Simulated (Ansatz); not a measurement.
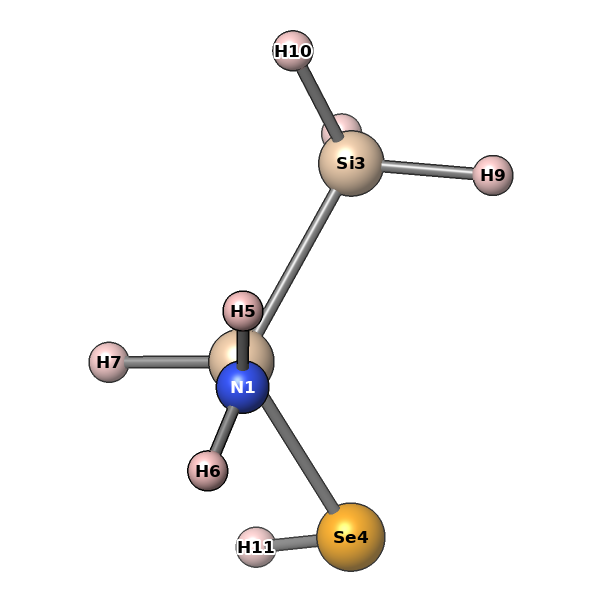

Si2 lies behind N1. The molecule seen nearly along the N1–Si2 bond, N1 in front. Depth is shown by fading: the farther an atom, the more it takes the colour of the background. The computed structure is the end point of a PBE0-D4/def2-TZVP optimisation. No frequency run is at hand to confirm it as a minimum.

### What is the torsion angle H5–N1–Si2–Se4? The sign is positive where the front bond must turn clockwise to cover the back bond.

150°, anticlinal.
